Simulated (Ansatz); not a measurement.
# Calculations on Ce$_{4}$Cd$_{12}$CO$_{2}$

## 1. Relaxation

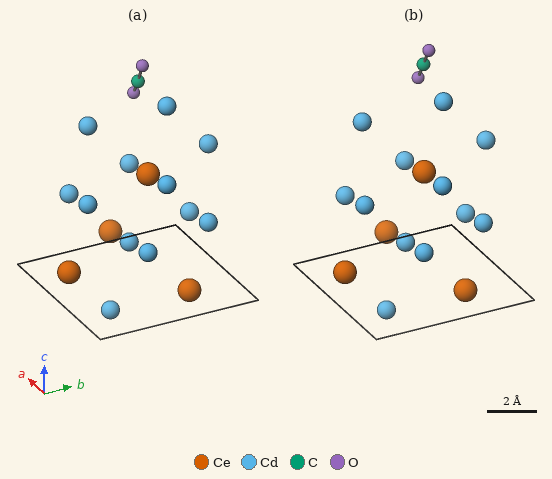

The structure of a slab of composition Ce4Cd12CO2 before (left) and after (right) a constrained relaxation, at one scale.

Style: ball-and-stick. Shown: the cell of the calculation, outlined in the plane, without the vacuum (origin shifted), from a free direction.

It is CO2 on CeCd3(100), set down by a guess. The run prepares the start of a later molecular dynamics calculation, from a guessed geometry. 4 atoms are held fixed.

Level of theory: Ansatz 0.2.0, DFT PBE-D3(BJ), scalar-relativistic, plane waves, PAW.

Input
```yaml
crystal:
  lattice:
    - [7.303828, 0.0, 0.0]
    - [0.0, 7.303828, 0.0]
    - [0.0, 0.0, 18.477871]
  atoms:
    - { symbol: Ce, position: [0.0, 0.0, 0.0541188] }
    - { symbol: Cd, position: [0.0, 0.0, 0.2517559] }
    - { symbol: Cd, position: [0.25, 0.75, 0.1529374] }
    - { symbol: Cd, position: [0.75, 0.75, 0.1529374] }
    - { symbol: Ce, position: [0.5, 0.5, 0.0541188] }
    - { symbol: Cd, position: [0.5, 0.5, 0.2517559] }
    - { symbol: Cd, position: [0.75, 0.25, 0.1529374] }
    - { symbol: Cd, position: [0.25, 0.25, 0.1529374] }
    - { symbol: Ce, position: [0.0, 0.5, 0.2517559] }
    - { symbol: Cd, position: [0.0, 0.5, 0.0541188] }
    - { symbol: Cd, position: [0.25, 0.25, 0.3505745] }
    - { symbol: Cd, position: [0.75, 0.25, 0.3505745] }
    - { symbol: Ce, position: [0.5, 0.0, 0.2517559] }
    - { symbol: Cd, position: [0.5, 0.0, 0.0541188] }
    - { symbol: Cd, position: [0.75, 0.75, 0.3505745] }
    - { symbol: Cd, position: [0.25, 0.75, 0.3505745] }
    - { symbol: C, position: [0.9406592, 0.4052426, 0.5058954] }
    - { symbol: O, position: [0.8118049, 0.3100723, 0.5113073] }
    - { symbol: O, position: [1.0695135, 0.500413, 0.5113073] }
basis:
  ecutwfc: 420.0
kpoints:
  mp_grid: { grid: [2, 2, 1] }
hamiltonian:
  xc: pbe
  dispersion: d3bj
scf:
  occupations: { method: fermi_dirac, width: 0.15 }
  lower_state_search: "off"
relax:
  f_tol: 0.08
  max_steps: 25
  adjacent_minimum: "off"
  constraints: [{ sites: [0, 4, 9, 13] }]
```

Run as
```bash
ansatz run input.yaml --threads 4 --pin off --max-ram 10240MiB --backend cpu --events-out ev --progress --plain --runs-dir out
```

**Describe what moved and what it gained.**

Over 7 accepted moves (9 points after the start) the energy falls by 0.195 eV per cell of the calculation. Largest force component: 0.95 eV/Å at the start, 0.049 eV/Å at the end. 2 steps only repeated the SCF at the same geometry. The forces were under the threshold at step 4, but the run went on from there. C17 moves most: 0.93 Å at 65° to the normal (+c side). Largest moves by element: C 0.93 Å, O 0.91 Å, Cd 0.19 Å, Ce 0.10 Å. The lattice vectors keep their values. Near-neighbour distances that change, for instance: Ce9–Cd12 3.163 → 3.268 Å, Ce9–Cd11 3.163 → 3.257 Å, Cd11–Ce13 3.163 → 3.228 Å, Cd12–Ce13 3.163 → 3.222 Å. Bond angles that change, for instance: O18–C17–O19 170.2° → 179.0°. Cost: 63 s on 4 threads of Intel(R) Xeon(R) 6975P-C (Granite Rapids), with other jobs on the host, peak memory 3.2 GiB.

Limits of the set-up: the periodic images lie only 7.3 Å apart, so the values are limited by the cell's size; 4f states are treated without a Hubbard U.

## 2. Dynamics

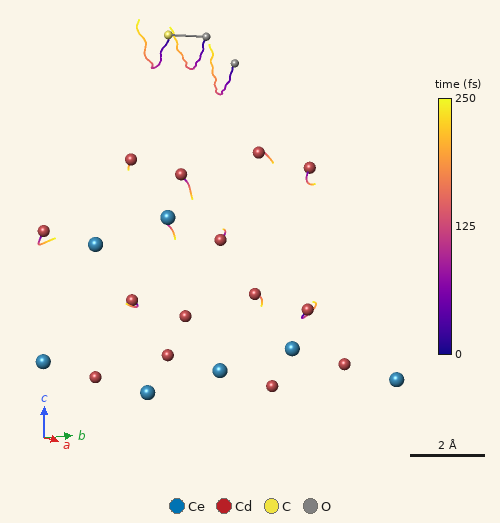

First-principles dynamics of CO2 on CeCd3(100) (19 atoms in the cell), 250 fs long. Lines trace each atom's path, coloured by time; spheres stand at the starting positions. Fixed atoms have no trace. Seen slightly off an axis in the simulation cell, with the vacuum cut short.

Theory: DFT PBE-D3(BJ), scalar-relativistic, plane waves, PAW (Ansatz). Settings: plane-wave cutoff 420 eV; k-point mesh 2 × 2 × 1; Fermi-Dirac smearing 0.15 eV; 4 atoms held fixed; Nosé-Hoover thermostat (NVT); set temperature 700 K; time step 1 fs; thermostat time 100.0 fs.

### What do the traces tell about the motion?

Root-mean-square distances from the starting positions over the second half, with the common drift of all atoms taken out: O 1.03 Å, C 1.03 Å, Cd 0.43 Å, Ce 0.35 Å. Against the typical shortest distance between atoms in the first frame, about 3.1 Å, the C and O atoms make wide excursions, while the Ce and Cd atoms stay at their sites; the run is too short to say whether this is diffusion. The mean temperature in the second half is 742 K (standard deviation 131 K). The temperature is still climbing (314 K in the second quarter, 843 K in the last), so the run isn't equilibrated. The potential energy is still drifting at the end, so the run hasn't reached equilibrium. The potential energy in the second half lies on average 55.5 meV per atom above the first frame.

Limits of the set-up: the periodic images lie only 7.3 Å apart, so the values are limited by the cell's size; 4f states are treated without a Hubbard U.

## 3. Dynamics

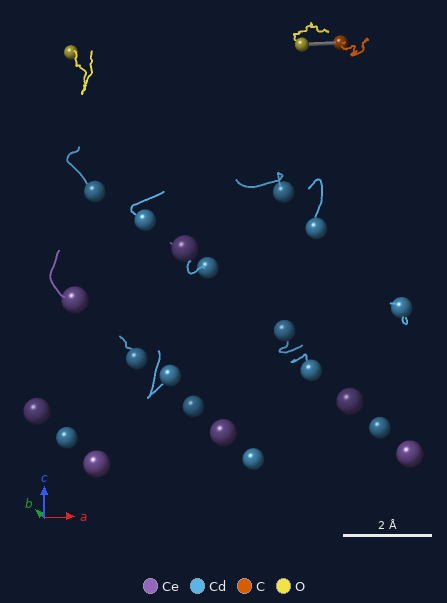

Molecular dynamics of CO2 on CeCd3(100) (19 atoms in the cell), 300 fs long. It starts from the last geometry of an earlier run, with fresh velocities. Lines trace each atom's path, in the colour of its element; spheres stand at the starting positions. Fixed atoms have no trace. Seen slightly off an axis in the simulation cell, with the vacuum cut short.

All numbers below come from DFT PBE-D3(BJ), scalar-relativistic, plane waves, PAW (Ansatz 0.2.0). Settings: plane-wave cutoff 420 eV; k-point mesh 2 × 2 × 1; Fermi-Dirac smearing 0.15 eV; 4 atoms held fixed; Langevin thermostat (NVT); set temperature 1400 K; time step 1 fs; friction 0.005 per fs.

Describe the motion.

Root-mean-square distances from the starting positions over the second half, with the common drift of all atoms taken out: O 1.39 Å, Cd 0.77 Å, Ce 0.71 Å, C 0.51 Å. Against the typical shortest distance between atoms in the first frame, about 2.9 Å these are large excursions, but over 300 fs one can't yet tell strong vibration from the start of diffusion.

Limits of the set-up: the periodic images lie only 7.3 Å apart, so the values are limited by the cell's size; 4f states are treated without a Hubbard U.

Cost: 29 min on 4 threads of Intel(R) Xeon(R) 6975P-C (Granite Rapids), on a shared host, peak memory 3.6 GiB.
